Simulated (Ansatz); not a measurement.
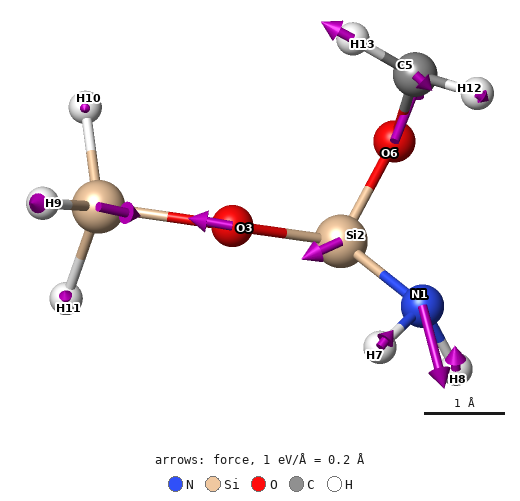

Starting geometry of CH$_{7}$NO$_{2}$Si$_{2}$ with the computed forces as purple arrows. The picture is a ball-and-stick view, seen face on.

The run prepares an end point of a later path (inversion) calculation, from a guessed geometry.

Method: Ansatz 0.2.0, RHF/def2-SVP.

The input:
```yaml
crystal:
  periodic: [false, false, false]
  atoms:
    - { symbol: "N", position_ang: [-1.6275, 0.6268, -1.2952] }
    - { symbol: Si, position_ang: [-0.9838, -0.3019, -0.0999] }
    - { symbol: O, position_ang: [0.5658, -0.5428, -0.5254] }
    - { symbol: Si, position_ang: [1.8308, -1.6842, -0.2512] }
    - { symbol: C, position_ang: [-0.6613, 1.439, 1.4118] }
    - { symbol: O, position_ang: [-1.3174, 0.2408, 1.3499] }
    - { symbol: H, position_ang: [-1.07596, 0.51989, -2.16905] }
    - { symbol: H, position_ang: [-2.54087, 0.20862, -1.58941] }
    - { symbol: H, position_ang: [2.9817, -1.3412, -0.976] }
    - { symbol: H, position_ang: [2.0853, -1.7526, 1.2204] }
    - { symbol: H, position_ang: [1.2325, -3.0157, -0.6626] }
    - { symbol: H, position_ang: [-1.0246, 2.2753, 0.8456] }
    - { symbol: H, position_ang: [0.3753, 1.4595, 1.4282] }
basis:
  gaussian: { orbitals: def2-SVP }
hamiltonian:
  xc: hf
relax:
  f_tol: 0.015
  max_steps: 40
output:
  orbitals: {}
```

Run as
```bash
ansatz run input.yaml --threads 2 --pin off --max-ram 3072MiB --backend cpu --events-out ev --progress --plain --runs-dir out
```

### Is this structure relaxed? If not, where do the atoms go?

It isn't relaxed: the largest force vector, on N1, is 5.58 eV/Å. The final displacements have little in common with the starting forces (cosine between the two patterns 0.09). The energy falls by 5.176 eV in 28 accepted moves (34 points after the start). The largest force component goes from 5 to 0.011 eV/Å. The line search rejected the trial steps at points 15, 22, 23, 30, 31, 32 of the run. The forces were under the threshold at step 20, but the run went on from there. The atom that moves furthest after the best rigid fit is H8 (0.77 Å). Largest moves by element: H 0.77 Å, Si 0.64 Å, N 0.35 Å, O 0.26 Å, C 0.22 Å. Some distances before and after: Si2–C5 2.328 → 1.800 Å, C5–O6 1.367 → 1.488 Å, O3–Si4 1.726 → 1.650 Å, Si4–H9 1.403 → 1.477 Å. New bonds form: Si2–C5 (2.33 → 1.80 Å). Among the angles between lasting bonds that change: Si2–O6–C5 103.9° → 70.3°, Si2–N1–H8 108.7° → 123.7°, Si2–O3–Si4 139.1° → 152.4°. Groups turn about O3–Si4 by about 25°.
